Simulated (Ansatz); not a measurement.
The relaxed structure here is a generated cell of CdTe: the first start was made by a random draw of sites in a space group, and the end was not matched to a known phase here, so it may be hypothetical. Known forms of CdTe include space group No. 216.

A relaxed structure of CdTe. Space group I4₁md (No. 109). Calculation: r2SCAN (plane waves to 500 eV, PAW, scalar-relativistic; Ansatz, a quantum-chemistry and plane-wave program).

```cif
data_Cd8Te8
_chemical_formula_sum 'Cd8 Te8'
_space_group_name_H-M_alt 'I41md'
_space_group_IT_number 109
_space_group_name_Hall 'I 4bw -2'
_cell_length_a 6.64994
_cell_length_b 6.64994
_cell_length_c 15.88825
_cell_angle_alpha 90.000
_cell_angle_beta 90.000
_cell_angle_gamma 90.000
loop_
_atom_site_label
_atom_site_type_symbol
_atom_site_symmetry_multiplicity
_atom_site_Wyckoff_symbol
_atom_site_fract_x
_atom_site_fract_y
_atom_site_fract_z
_atom_site_occupancy
Cd1 Cd 8 b 0.29605 0.00000 0.41190 1
Te1 Te 8 b 0.22173 0.00000 0.23141 1
```
(The calculation used a cell of 8 atoms; values per cell refer to that cell.)

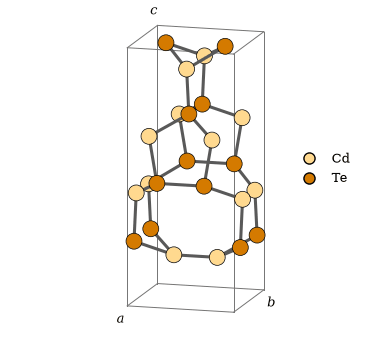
Fig. 1. The conventional cell of the relaxed structure

- Volume per atom = 43.91 Å³
- Density = 4.54 g/cm³
- Band gap = 0.27 eV, direct (no spin-orbit coupling)
- Shortest distances = Cd–Cd 2.71 Å; Cd–Te 2.91 Å; Te–Te 2.95 Å
- k-mesh = 7×7×7

Band energies at high-symmetry points (eV from the VBM; labels of this space group; no spin-orbit coupling), from −5 eV up to 5.3 eV:

| point | energies |
|---|---|
| Γ | -4.91 -4.13 -3.42 -3.42 -2.07 -1.30 -1.08 -1.07 -1.07 -0.95 -0.51 2.17 2.17 2.64 2.64 2.76 3.71 3.71 4.38 4.56 4.99 |
| X | -4.23 -4.23 -3.04 -3.04 -2.46 -2.46 -2.27 -2.27 -1.36 -1.36 -1.09 -1.09 0.80 0.80 3.14 3.14 3.88 3.88 5.09 5.09 5.24 5.24 |
| P | -4.22 -4.22 -3.09 -3.09 -2.44 -2.44 -2.17 -2.17 -1.48 -1.48 -1.06 -1.06 0.81 0.81 3.39 3.39 3.64 3.64 4.88 4.88 |
| N | -4.96 -4.50 -3.87 -2.89 -2.62 -2.44 -2.08 -1.72 -1.36 -1.30 -0.89 -0.55 0.38 2.50 2.56 3.14 3.64 3.68 4.37 4.55 4.73 5.26 |
| M | -3.41 -3.41 -3.23 -3.23 -1.56 -1.56 -0.94 -0.94 -0.85 -0.85 2.43 2.43 3.00 3.00 3.34 3.34 4.10 4.10 5.02 5.02 |
| S | -4.95 -4.42 -3.92 -2.89 -2.83 -2.47 -2.08 -1.89 -1.22 -1.15 -0.98 -0.42 0.40 2.56 2.79 3.05 3.70 3.80 4.08 4.57 4.60 5.01 |
| S0 | -4.95 -4.42 -3.92 -2.89 -2.83 -2.47 -2.08 -1.89 -1.22 -1.15 -0.98 -0.42 0.40 2.56 2.79 3.05 3.70 3.80 4.08 4.57 4.60 5.01 |
| R | -4.22 -4.22 -3.19 -3.19 -2.58 -2.58 -2.25 -2.25 -1.34 -1.34 -0.75 -0.75 0.71 0.71 3.16 3.16 3.87 3.87 4.92 4.92 5.16 5.16 |

The relaxed cell holds bonded Te–Te pairs (2.95 Å). No spin polarisation in the result. Spin-orbit coupling is missing; with elements this heavy it can move band edges by tenths of an eV or more.

The run could not lose the symmetry of its start: the end is stationary, and may be a saddle point rather than a minimum.
